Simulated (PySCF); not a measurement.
# CH7NSSi: NMR shifts at several levels of theory, part 2 of 2

PySCF 2.14.0. Atoms count from 0. Earlier steps stand in the parts before.

### 9 NMR shieldings: KT3/pcSseg-2

The job: settings as JSON, then the geometry in Å.

```
{"job": {"kind": "nmr", "xc": "KT3", "basis": "pcSseg-2", "pop": false}, "charge": 0, "multiplicity": 1}
C     -2.141212    -0.205876    -0.026211
S     -0.771343     0.718428     0.739217
Si     0.901858    -0.242613    -0.216467
N      2.354509     0.665751    -0.051785
H     -2.042710    -0.234811    -1.121648
H     -2.205440    -1.231682     0.364038
H     -3.068870     0.324230     0.228032
H      1.171209    -1.587081     0.377030
H      0.529622    -0.397565    -1.657412
H      2.908449     0.560316     0.790406
H      2.401665     1.617016    -0.400148
```

Level: GIAO KT3/pcSseg-2 NMR shielding, non-relativistic, gas phase.

The log of the run:

```text
coarse grid: 9736 points
cycle   1  E = -791.3739598314  dE =  9.145e-02  |g| = 5.780e-01  |ddm| = 2.285e+00
cycle   2  E = -791.2189524704  dE =  1.550e-01  |g| = 9.806e-01  |ddm| = 1.264e+00
cycle   3  E = -791.4503573208  dE = -2.314e-01  |g| = 1.200e-01  |ddm| = 8.482e-01
cycle   4  E = -791.4537848286  dE = -3.428e-03  |g| = 4.110e-02  |ddm| = 1.453e-01
cycle   5  E = -791.4541892979  dE = -4.045e-04  |g| = 1.325e-02  |ddm| = 4.869e-02
cycle   6  E = -791.4542334635  dE = -4.417e-05  |g| = 4.587e-03  |ddm| = 1.783e-02
cycle   7  E = -791.4542396887  dE = -6.225e-06  |g| = 8.250e-04  |ddm| = 5.400e-03
final grid: 83480 points
cycle   8  E = -791.4867457651  dE = -2.547e-04  |g| = 1.252e-02  |ddm| = 4.939e-02
cycle   9  E = -791.4867474783  dE = -1.713e-06  |g| = 6.936e-03  |ddm| = 8.009e-03
cycle  10  E = -791.4867511301  dE = -3.652e-06  |g| = 2.830e-03  |ddm| = 7.248e-03
cycle  11  E = -791.4867532909  dE = -2.161e-06  |g| = 4.077e-04  |ddm| = 3.230e-03
cycle  12  E = -791.4867533260  dE = -3.503e-08  |g| = 1.533e-04  |ddm| = 4.386e-04
cycle  13  E = -791.4867533314  dE = -5.475e-09  |g| = 4.782e-05  |ddm| = 1.488e-04
cycle  14  E = -791.4867533320  dE = -5.954e-10  |g| = 1.388e-05  |ddm| = 6.960e-05
converged SCF energy = -791.4867533320

GIAO shielding tensors (ppm)
atom      isotropic    diamagn.    paramagn.     s11        s22        s33       span
  0 C      167.386     241.292     -73.906    154.432    160.919    186.807     32.375
  1 S      654.633    1060.780    -406.147    556.479    594.343    813.077    256.598
  2 Si     375.872     881.035    -505.162    333.557    372.075    421.985     88.428
  3 N      239.826     319.254     -79.428    223.906    242.901    252.670     28.765
  4 H       29.335      29.958      -0.623     24.360     27.485     36.159     11.800
  5 H       29.348      29.361      -0.013     23.633     27.133     37.278     13.646
  6 H       29.353      28.109       1.244     24.158     26.831     37.072     12.914
  7 H       26.071      30.073      -4.002     22.506     24.959     30.746      8.240
  8 H       26.134      30.484      -4.350     22.764     25.205     30.433      7.669
  9 H       30.509      30.941      -0.433     24.222     26.600     40.705     16.482
 10 H       30.823      31.333      -0.509     24.366     27.477     40.627     16.260
```

Run time: 28 s. Hardware: 1 thread of Arm Neoverse V2, shared host; peak memory 0.85 GiB.

Key values: δ C0 13.9, S1 -129, Si2 -17.6, N3 18.9, H7 5.25, H4 2.01 ppm (means over like atoms).

### 10 NMR shieldings: B97-D/pcSseg-2

Same as in step 9 but for these lines:

```diff
@@ -1,2 +1,2 @@
-{"job": {"kind": "nmr", "xc": "KT3", "basis": "pcSseg-2", "pop": false}, "charge": 0, "multiplicity": 1}
+{"job": {"kind": "nmr", "xc": "B97-D", "basis": "pcSseg-2", "pop": false}, "charge": 0, "multiplicity": 1}
 C     -2.141212    -0.205876    -0.026211
```

Method: GIAO B97-D/pcSseg-2 NMR shielding, non-relativistic, gas phase.

The log of the run:

```text
coarse grid: 9736 points
cycle   1  E = -784.7339982510  dE =  8.184e-02  |g| = 5.839e-01  |ddm| = 2.328e+00
cycle   2  E = -784.5726078609  dE =  1.614e-01  |g| = 1.014e+00  |ddm| = 1.197e+00
cycle   3  E = -784.8106467282  dE = -2.380e-01  |g| = 1.184e-01  |ddm| = 8.070e-01
cycle   4  E = -784.8139607438  dE = -3.314e-03  |g| = 4.543e-02  |ddm| = 1.429e-01
cycle   5  E = -784.8144181345  dE = -4.574e-04  |g| = 1.376e-02  |ddm| = 5.068e-02
cycle   6  E = -784.8144652936  dE = -4.716e-05  |g| = 5.016e-03  |ddm| = 1.869e-02
cycle   7  E = -784.8144720201  dE = -6.727e-06  |g| = 1.080e-03  |ddm| = 5.632e-03
final grid: 83480 points
cycle   8  E = -784.8212602563  dE = -9.394e-05  |g| = 1.190e-02  |ddm| = 3.683e-02
cycle   9  E = -784.8212205128  dE =  3.974e-05  |g| = 1.604e-02  |ddm| = 1.978e-02
cycle  10  E = -784.8212760684  dE = -5.556e-05  |g| = 3.554e-03  |ddm| = 1.536e-02
cycle  11  E = -784.8212788842  dE = -2.816e-06  |g| = 6.782e-04  |ddm| = 2.424e-03
cycle  12  E = -784.8212789923  dE = -1.081e-07  |g| = 1.197e-04  |ddm| = 6.742e-04
cycle  13  E = -784.8212789946  dE = -2.325e-09  |g| = 6.013e-05  |ddm| = 1.305e-04
cycle  14  E = -784.8212789956  dE = -9.704e-10  |g| = 1.125e-05  |ddm| = 6.280e-05
converged SCF energy = -784.8212789956

GIAO shielding tensors (ppm)
atom      isotropic    diamagn.    paramagn.     s11        s22        s33       span
  0 C      164.946     242.140     -77.193    151.780    158.298    184.761     32.981
  1 S      634.059    1059.891    -425.832    529.692    569.306    803.179    273.487
  2 Si     355.727     879.564    -523.837    312.118    351.819    403.244     91.126
  3 N      238.764     319.862     -81.098    222.808    241.889    251.595     28.787
  4 H       29.359      29.976      -0.617     24.464     27.540     36.073     11.609
  5 H       29.375      29.392      -0.018     23.760     27.187     37.176     13.416
  6 H       29.388      28.363       1.025     24.266     26.908     36.991     12.725
  7 H       26.043      30.031      -3.988     22.467     24.966     30.696      8.229
  8 H       26.109      30.431      -4.322     22.732     25.221     30.374      7.642
  9 H       30.564      31.004      -0.440     24.354     26.675     40.662     16.308
 10 H       30.855      31.384      -0.528     24.471     27.534     40.561     16.090
```

Run time: 28 s. Hardware: 1 thread of Arm Neoverse V2, shared host; peak memory 0.79 GiB.

Key values: δ C0 14.1, S1 -130, Si2 -19.2, N3 19.1, H7 5.32, H4 2.02 ppm (means over like atoms).

### 11 Shielding tensors: B3LYP/pcSseg-2

Same as in step 10 but for these lines:

```diff
@@ -1,2 +1,2 @@
-{"job": {"kind": "nmr", "xc": "B97-D", "basis": "pcSseg-2", "pop": false}, "charge": 0, "multiplicity": 1}
+{"job": {"kind": "nmr", "xc": "B3LYP", "basis": "pcSseg-2", "pop": false}, "charge": 0, "multiplicity": 1}
 C     -2.141212    -0.205876    -0.026211
```

Level: GIAO B3LYP/pcSseg-2 NMR shielding, non-relativistic, gas phase.

The log of the run:

```text
coarse grid: 9736 points
cycle   1  E = -784.8660223052  dE =  8.766e-02  |g| = 5.043e-01  |ddm| = 2.294e+00
cycle   2  E = -784.8110082993  dE =  5.501e-02  |g| = 7.110e-01  |ddm| = 8.417e-01
cycle   3  E = -784.9211963876  dE = -1.102e-01  |g| = 7.381e-02  |ddm| = 4.840e-01
cycle   4  E = -784.9222982443  dE = -1.102e-03  |g| = 3.144e-02  |ddm| = 8.332e-02
cycle   5  E = -784.9225190395  dE = -2.208e-04  |g| = 6.455e-03  |ddm| = 3.247e-02
cycle   6  E = -784.9225278364  dE = -8.797e-06  |g| = 2.610e-03  |ddm| = 8.113e-03
final grid: 83480 points
cycle   7  E = -784.9326557992  dE = -3.912e-05  |g| = 6.794e-03  |ddm| = 2.098e-02
cycle   8  E = -784.9326430450  dE =  1.275e-05  |g| = 9.865e-03  |ddm| = 1.027e-02
cycle   9  E = -784.9326667018  dE = -2.366e-05  |g| = 3.885e-04  |ddm| = 6.413e-03
cycle  10  E = -784.9326667287  dE = -2.688e-08  |g| = 1.648e-04  |ddm| = 5.615e-04
cycle  11  E = -784.9326667346  dE = -5.881e-09  |g| = 6.198e-05  |ddm| = 2.224e-04
cycle  12  E = -784.9326667354  dE = -8.531e-10  |g| = 1.493e-05  |ddm| = 5.834e-05
converged SCF energy = -784.9326667354

GIAO shielding tensors (ppm)
atom      isotropic    diamagn.    paramagn.     s11        s22        s33       span
  0 C      166.547     239.998     -73.451    154.250    160.167    185.224     30.975
  1 S      632.966    1058.628    -425.662    526.288    564.989    807.623    281.335
  2 Si     343.126     877.986    -534.860    298.829    339.170    391.380     92.551
  3 N      239.577     319.442     -79.865    223.574    242.217    252.940     29.365
  4 H       29.425      29.890      -0.465     24.425     27.606     36.244     11.819
  5 H       29.421      29.448      -0.026     23.719     27.240     37.305     13.586
  6 H       29.410      28.739       0.671     24.162     26.897     37.172     13.010
  7 H       26.131      29.755      -3.624     22.511     25.065     30.817      8.306
  8 H       26.210      30.104      -3.894     22.772     25.362     30.495      7.723
  9 H       30.520      31.129      -0.609     24.218     26.541     40.801     16.583
 10 H       30.817      31.473      -0.656     24.328     27.408     40.714     16.386
```

Wall time 23 s (1 thread of Arm Neoverse V2, shared host); peak memory 1.1 GiB.

In short: δ C0 12.6, S1 -141, Si2 -18.5, N3 18.9, H7 5.22, H4 1.97 ppm (means over like atoms).

### 12 Comparing the runs: NMR shifts

Shifts (ppm), means over like atoms, with basis size and wall time:

```csv
run,C0,H7,H4,H9,S1,Si2,N3,functions,time
HF/pcSseg-2,10.6,4.67,1.86,0.88,-188,-20.4,7.4,256,13 s
LDA/pcSseg-2,10.8,5.78,1.97,0.81,-144,-13.5,27.0,256,24 s
PBE/pcSseg-2,12.6,5.53,1.98,0.70,-139,-16.7,22.5,256,27 s
BLYP/pcSseg-2,13.4,5.42,2.03,0.69,-120,-19.6,22.9,256,28 s
BP86/pcSseg-2,12.9,5.51,1.98,0.69,-139,-17.3,21.1,256,27 s
OPBE/pcSseg-2,13.8,5.40,1.94,0.67,-154,-15.3,19.3,256,29 s
KT2/pcSseg-2,12.5,5.49,2.00,0.72,-129,-16.1,20.2,256,29 s
KT3/pcSseg-2,13.9,5.25,2.01,0.69,-129,-17.6,18.9,256,28 s
B97-D/pcSseg-2,14.1,5.32,2.02,0.69,-130,-19.2,19.1,256,28 s
B3LYP/pcSseg-2,12.6,5.22,1.97,0.72,-141,-18.5,18.9,256,23 s
```

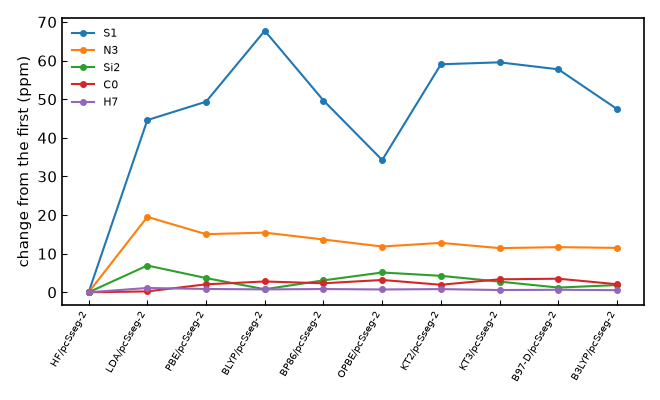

How five of the tabulated atoms move from run to run.

### 13 What came out

The summary covers parts 1 to 2.

```
                                                            quantity                 value
                                ¹³C shifts against TMS (HF/pcSseg-2)              10.6 ppm
¹H shifts against TMS (HF/pcSseg-2, means over atoms taken as alike)  4.67, 1.86, 0.88 ppm
                                ³³S shifts against CS2 (HF/pcSseg-2)              -188 ppm
                               ²⁹Si shifts against TMS (HF/pcSseg-2)             -20.4 ppm
                                ¹⁵N shifts against NH3 (HF/pcSseg-2)               7.4 ppm
                                            range of the shift of S1      -188 to -120 ppm
```

What this shows: Single values in the summary come from the first run of each kind that ended normally (HF/pcSseg-2), which need not be the best level. At HF/pcSseg-2: The widest tensor belongs to S1: span 269 ppm, with a paramagnetic part of -347 ppm. In ppm, S1 moves most: its shift spreads over 68 ppm, from -188 (HF/pcSseg-2) to -120 (BLYP/pcSseg-2).
